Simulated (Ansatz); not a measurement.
GeB2H6: geometry relaxation (part 2 of 2)

GeB2H6; RKS PBE0-D4/def2-SVP (Ansatz 0.2.0). It belongs to a series of runs on one base structure; here: end point A relaxed.

Geometry of the input (Å):
```
B  -0.6502  0.7197  -1.4263
B  -0.1775  0.7780  0.1315
Ge 0.5283  -0.9007  0.9543
H  -0.5695  -0.2206  -2.0745
H  -1.1265  1.7431  -1.9440
H  -0.2296  1.7931  0.7625
H  1.8229  -1.3764  0.1658
H  -0.4897  -1.9875  0.9383
H  0.9804  -0.5950  2.4751
```

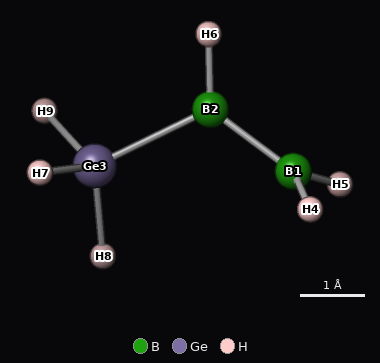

Figure 1. The geometry at step 11 of the log (ball-and-stick view, seen at a tilt; atoms are numbered from 1 in the order of the input).

Trajectory as extended XYZ, continued
```
9
Properties=species:S:1:pos:R:3:forces:R:3 step=2 energy=-57948.44373
B    -0.7028    0.7807   -1.5150   -0.2016   0.4739  -0.4308
B    -0.1630    0.7960    0.1133    0.0337   0.1217   0.6791
Ge    0.5576   -0.8651    1.0716    0.2611  -0.2012   0.1534
H    -0.5688   -0.1686   -2.2238    0.1271  -0.3567  -0.2851
H    -1.2234    1.7541   -2.0381   -0.0386  -0.2094   0.1873
H    -0.1804    1.8129    0.7617    0.1114   0.1938  -0.0415
H     1.7763   -1.3634    0.2507    0.0110   0.0198  -0.0075
H    -0.4424   -2.0259    1.0137   -0.1838  -0.1727  -0.0261
H     1.0355   -0.7671    2.5487   -0.1204   0.1308  -0.2288
9
Properties=species:S:1:pos:R:3:forces:R:3 step=3 energy=-57948.54515
B    -0.6922    0.7852   -1.5201   -0.2845   0.0207   0.1659
B    -0.1677    0.8199    0.1502    0.2317   0.2290  -0.2809
Ge    0.5402   -0.8829    1.0782   -0.3808  -0.2463  -0.0110
H    -0.4409   -0.1452   -2.2694    0.2146   0.2866   0.0665
H    -1.3830    1.6835   -1.9883    0.0268  -0.3293   0.1680
H    -0.0535    1.8865    0.7357    0.0926  -0.1938  -0.1543
H     1.7562   -1.3668    0.2544    0.0507   0.0819  -0.0614
H    -0.4677   -2.0612    1.0024    0.0467   0.0849   0.0153
H     0.9971   -0.7653    2.5395    0.0021   0.0664   0.0919
9
Properties=species:S:1:pos:R:3:forces:R:3 step=4 energy=-57948.65261
B    -0.7250    0.7666   -1.5011    0.2483   0.1136   0.1486
B    -0.1520    0.8274    0.1571    0.0493   0.2462  -0.7395
Ge    0.5086   -0.9007    1.0833   -0.4335  -0.1556  -0.0037
H    -0.2696   -0.0658   -2.3191   -0.1854   0.7120   0.5036
H    -1.5371    1.6009   -1.9263    0.1136  -0.6703   0.2206
H     0.0728    1.9187    0.6912    0.0615  -0.4719  -0.2717
H     1.7286   -1.3626    0.2503    0.0198   0.0797  -0.0329
H    -0.5048   -2.0775    1.0095    0.1026   0.1420   0.0220
H     0.9671   -0.7533    2.5379    0.0239   0.0044   0.1530
9
Properties=species:S:1:pos:R:3:forces:R:3 step=5 energy=-57948.84594
B    -0.7239    0.7745   -1.4854    0.3070   0.0147   0.3549
B    -0.1174    0.8296    0.1342   -0.0800   0.0931  -0.9744
Ge    0.4742   -0.9036    1.0901   -0.3195  -0.1222   0.0194
H    -0.1782    0.0573   -2.3464   -0.1829   0.5893   0.4406
H    -1.6698    1.4677   -1.8582    0.1047  -0.4947   0.1795
H     0.2016    1.9031    0.6266    0.0934  -0.2486  -0.1355
H     1.7123   -1.3444    0.2719    0.0274   0.0522  -0.0198
H    -0.5288   -2.0814    0.9995    0.0593   0.1106   0.0208
H     0.9186   -0.7491    2.5505   -0.0092   0.0056   0.1145
9
Properties=species:S:1:pos:R:3:forces:R:3 step=6 energy=-57949.03434
B    -0.7388    0.7789   -1.4671    0.1784   0.0987   0.1505
B    -0.0844    0.8179    0.0814    0.0822  -0.0183  -0.5715
Ge    0.4425   -0.9078    1.0952   -0.2583  -0.0004  -0.0572
H    -0.1398    0.1978   -2.3829   -0.1803   0.4023   0.3848
H    -1.7854    1.3419   -1.7726    0.1419  -0.3936   0.1394
H     0.3787    1.8396    0.5612   -0.0055  -0.1233  -0.1580
H     1.7270   -1.3032    0.3281    0.0508  -0.0004   0.0036
H    -0.5314   -2.0979    0.9688    0.0153   0.0383   0.0290
H     0.8201   -0.7134    2.5708   -0.0245  -0.0033   0.0794
9
Properties=species:S:1:pos:R:3:forces:R:3 step=7 energy=-57949.15470
B    -0.7466    0.7810   -1.4493    0.0282   0.1193  -0.0176
B    -0.0171    0.8091    0.0291    0.0329   0.0493  -0.1870
Ge    0.4341   -0.9073    1.0907   -0.1337   0.0139  -0.0515
H    -0.1339    0.3493   -2.4207   -0.1177   0.1742   0.2149
H    -1.8756    1.1983   -1.6667    0.1675  -0.2517   0.1003
H     0.4952    1.8200    0.4765   -0.0193  -0.1027  -0.0983
H     1.7614   -1.3113    0.4066    0.0537  -0.0517   0.0318
H    -0.5450   -2.0873    0.9268    0.0121   0.0341   0.0060
H     0.7160   -0.6980    2.5896   -0.0238   0.0153   0.0016
9
Properties=species:S:1:pos:R:3:forces:R:3 step=8 energy=-57949.21087
B    -0.7557    0.7854   -1.4372   -0.0541   0.0808  -0.0533
B     0.0557    0.8050   -0.0192    0.0269   0.0894  -0.0895
Ge    0.4495   -0.9021    1.0689   -0.0294  -0.1110   0.0252
H    -0.1790    0.4973   -2.4713   -0.0430   0.0198   0.0942
H    -1.9392    1.0527   -1.5451    0.1155  -0.0972   0.0531
H     0.5893    1.8071    0.4080   -0.0171  -0.0045  -0.0153
H     1.8240   -1.3744    0.5383    0.0015  -0.0210   0.0179
H    -0.5519   -2.0556    0.8548    0.0224   0.0191   0.0029
H     0.5960   -0.6619    2.5855   -0.0226   0.0244  -0.0352
9
Properties=species:S:1:pos:R:3:forces:R:3 step=9 energy=-57949.21622
B    -0.7510    0.7977   -1.4170    0.0433  -0.1633  -0.0123
B     0.1397    0.8149   -0.0543   -0.2011   0.1720  -0.0461
Ge    0.4546   -0.9105    1.0378    0.0498   0.0435   0.0004
H    -0.2248    0.5786   -2.4876   -0.0195  -0.0050  -0.0437
H    -1.9564    0.9204   -1.4221   -0.0070   0.0704   0.0048
H     0.6553    1.8278    0.3642    0.0671  -0.0509   0.0732
H     1.8505   -1.4126    0.6159    0.0521  -0.0632   0.0441
H    -0.5526   -2.0488    0.7975   -0.0178   0.0051  -0.0619
H     0.4734   -0.6139    2.5483    0.0332  -0.0085   0.0415
9
Properties=species:S:1:pos:R:3:forces:R:3 step=10 energy=-57949.22471
B    -0.7662    0.7763   -1.4095    0.0416   0.0383   0.0615
B     0.1405    0.8298   -0.0573    0.0296   0.0576  -0.0511
Ge    0.4787   -0.8969    1.0317   -0.0805  -0.0271  -0.0399
H    -0.2725    0.5017   -2.4822   -0.0234  -0.0163  -0.0290
H    -1.9621    0.9714   -1.3876   -0.0217  -0.0311  -0.0182
H     0.6826    1.8273    0.3586    0.0304   0.0319   0.0216
H     1.8922   -1.4139    0.6871   -0.0024   0.0080  -0.0047
H    -0.5317   -2.0102    0.6936    0.0316  -0.0554   0.0403
H     0.4272   -0.6317    2.5483   -0.0051  -0.0060   0.0195
9
Properties=species:S:1:pos:R:3:forces:R:3 step=11 energy=-57949.22741
B    -0.7687    0.7754   -1.3933   -0.0049   0.0866  -0.0412
B     0.1647    0.8677   -0.0652   -0.0027  -0.1818   0.0454
Ge    0.4610   -0.8932    1.0204    0.0139   0.1373  -0.0631
H    -0.3021    0.4739   -2.4725   -0.0124  -0.0407   0.0158
H    -1.9671    0.9594   -1.3578    0.0009  -0.0308   0.0124
H     0.7418    1.8509    0.3337    0.0280   0.0062   0.0574
H     1.8898   -1.3885    0.7153    0.0379   0.0003  -0.0232
H    -0.5060   -2.0352    0.6618   -0.0348  -0.0114  -0.0229
H     0.3752   -0.6567    2.5402   -0.0258   0.0343   0.0194
9
Properties=species:S:1:pos:R:3:forces:R:3 step=12 energy=-57949.23000
B    -0.7681    0.7893   -1.3921   -0.0268  -0.1260  -0.0010
B     0.1729    0.8695   -0.0673    0.0265  -0.0377   0.0093
Ge    0.4638   -0.8906    1.0125   -0.0202   0.0738  -0.0526
H    -0.3198    0.4472   -2.4687   -0.0088   0.0441   0.0318
H    -1.9695    0.9546   -1.3402    0.0245   0.0290  -0.0011
H     0.7609    1.8418    0.3461    0.0146  -0.0076   0.0312
H     1.9000   -1.3809    0.7253    0.0042   0.0121  -0.0038
H    -0.4995   -2.0328    0.6362   -0.0030   0.0014  -0.0006
H     0.3479   -0.6444    2.5309   -0.0110   0.0110  -0.0132
9
Properties=species:S:1:pos:R:3:forces:R:3 step=13 energy=-57949.22880 accepted=F
B    -0.7769    0.7736   -1.3734    0.0039   0.1164  -0.0500
B     0.1988    0.8670   -0.0794   -0.0908  -0.1032  -0.0633
Ge    0.4581   -0.8906    0.9878    0.0129   0.0185  -0.0011
H    -0.3628    0.4310   -2.4616    0.0106  -0.0329   0.0215
H    -1.9726    0.9652   -1.2977    0.0050  -0.0344   0.0351
H     0.8245    1.7924    0.3668    0.0526   0.1334  -0.0059
H     1.9187   -1.3343    0.7579    0.0056  -0.0357   0.0284
H    -0.4682   -2.0548    0.5938   -0.0024  -0.0138  -0.0036
H     0.2690   -0.5957    2.4884    0.0026  -0.0482   0.0390
9
Properties=species:S:1:pos:R:3:forces:R:3 step=14 energy=-57949.23254
B    -0.7748    0.7816   -1.3823   -0.0049  -0.0150  -0.0041
B     0.1886    0.8686   -0.0764    0.0091  -0.0110   0.0103
Ge    0.4636   -0.8884    1.0007    0.0029   0.0176  -0.0098
H    -0.3452    0.4404   -2.4647   -0.0018   0.0021   0.0030
H    -1.9725    0.9595   -1.3113    0.0012   0.0023   0.0059
H     0.7947    1.8273    0.3418    0.0047   0.0014   0.0020
H     1.9126   -1.3645    0.7561   -0.0028   0.0033   0.0008
H    -0.4806   -2.0400    0.6058    0.0000   0.0000  -0.0022
H     0.3022   -0.6309    2.5131   -0.0083  -0.0007  -0.0060
9
Properties=species:S:1:pos:R:3:forces:R:3 step=15 energy=-57949.23332
B    -0.7810    0.7774   -1.3695    0.0043   0.0226  -0.0197
B     0.2087    0.8771   -0.0852    0.0044  -0.0049   0.0044
Ge    0.4637   -0.8845    0.9878    0.0200  -0.0139   0.0253
H    -0.3780    0.4170   -2.4568   -0.0042  -0.0011   0.0242
H    -1.9766    0.9614   -1.2745    0.0098  -0.0091   0.0106
H     0.8393    1.8200    0.3330   -0.0137  -0.0013  -0.0207
H     1.9273   -1.3448    0.7917   -0.0407   0.0055   0.0133
H    -0.4581   -2.0445    0.5612    0.0152   0.0150   0.0026
H     0.2432   -0.6254    2.4950    0.0049  -0.0127  -0.0400
9
Properties=species:S:1:pos:R:3:forces:R:3 step=16 energy=-57949.23365
B    -0.7830    0.7771   -1.3652    0.0041   0.0225  -0.0134
B     0.2157    0.8798   -0.0886   -0.0023  -0.0020   0.0012
Ge    0.4643   -0.8827    0.9833    0.0265  -0.0256   0.0314
H    -0.3877    0.4112   -2.4531   -0.0027  -0.0024   0.0147
H    -1.9779    0.9604   -1.2614    0.0082  -0.0081   0.0091
H     0.8511    1.8202    0.3268   -0.0091   0.0022  -0.0185
H     1.9301   -1.3428    0.8068   -0.0356   0.0081   0.0086
H    -0.4497   -2.0449    0.5465    0.0094   0.0149   0.0008
H     0.2257   -0.6247    2.4876    0.0016  -0.0096  -0.0340
9
Properties=species:S:1:pos:R:3:forces:R:3 step=17 energy=-57949.23431
B    -0.7893    0.7734   -1.3481    0.0038   0.0169   0.0160
B     0.2406    0.8879   -0.0988   -0.0094   0.0131  -0.0102
Ge    0.4710   -0.8786    0.9711    0.0103  -0.0202   0.0276
H    -0.4210    0.3903   -2.4382   -0.0024  -0.0051  -0.0110
H    -1.9815    0.9529   -1.2119    0.0069  -0.0041  -0.0007
H     0.8921    1.8240    0.2988    0.0007   0.0047  -0.0059
H     1.9435   -1.3348    0.8582   -0.0375   0.0042   0.0082
H    -0.4257   -2.0360    0.4888    0.0163  -0.0016   0.0064
H     0.1589   -0.6253    2.4627    0.0112  -0.0079  -0.0305
9
Properties=species:S:1:pos:R:3:forces:R:3 step=18 energy=-57949.23449
B    -0.7916    0.7745   -1.3443    0.0009   0.0158   0.0142
B     0.2460    0.8906   -0.1018   -0.0097  -0.0010  -0.0221
Ge    0.4707   -0.8778    0.9677    0.0195  -0.0236   0.0308
H    -0.4308    0.3885   -2.4361   -0.0026  -0.0053  -0.0078
H    -1.9828    0.9542   -1.2000    0.0043  -0.0025  -0.0026
H     0.9038    1.8251    0.2880    0.0013   0.0017   0.0052
H     1.9437   -1.3337    0.8755   -0.0182   0.0093   0.0016
H    -0.4129   -2.0419    0.4780    0.0019   0.0081   0.0002
H     0.1425   -0.6259    2.4555    0.0025  -0.0026  -0.0196
9
Properties=species:S:1:pos:R:3:forces:R:3 step=19 energy=-57949.23453
B    -0.7925    0.7779   -1.3444    0.0059  -0.0232   0.0086
B     0.2500    0.8887   -0.1057   -0.0198   0.0155  -0.0005
Ge    0.4718   -0.8786    0.9669    0.0144  -0.0175   0.0139
H    -0.4383    0.3874   -2.4369   -0.0020   0.0073  -0.0091
H    -1.9829    0.9566   -1.1944    0.0017   0.0085  -0.0016
H     0.9072    1.8227    0.2866    0.0079  -0.0017  -0.0013
H     1.9455   -1.3319    0.8852   -0.0063   0.0045  -0.0005
H    -0.4070   -2.0446    0.4737    0.0001   0.0056   0.0000
H     0.1348   -0.6245    2.4517   -0.0017   0.0010  -0.0097
9
Properties=species:S:1:pos:R:3:forces:R:3 step=20 energy=-57949.23462
B    -0.7946    0.7767   -1.3428    0.0061   0.0001  -0.0031
B     0.2516    0.8875   -0.1074   -0.0085   0.0003   0.0018
Ge    0.4738   -0.8796    0.9667    0.0054  -0.0057   0.0035
H    -0.4450    0.3881   -2.4377   -0.0021   0.0019   0.0004
H    -1.9838    0.9611   -1.1898   -0.0002   0.0006   0.0010
H     0.9130    1.8200    0.2819    0.0028  -0.0003  -0.0027
H     1.9484   -1.3296    0.8956   -0.0008   0.0017  -0.0018
H    -0.4006   -2.0465    0.4681    0.0006   0.0008   0.0014
H     0.1258   -0.6240    2.4481   -0.0032   0.0005  -0.0004
```

Key numbers

- outcome: converged
- total energy: −57949.2347 eV
- mean-field energy: −57949.1162 eV
- largest force (length of the vector) at the end: 0.009 eV/Å
- hardware: 1 thread of Arm Neoverse V1, 24 GiB of memory available, shared host
- wall time: 75 s
- peak memory: 0.18 GiB
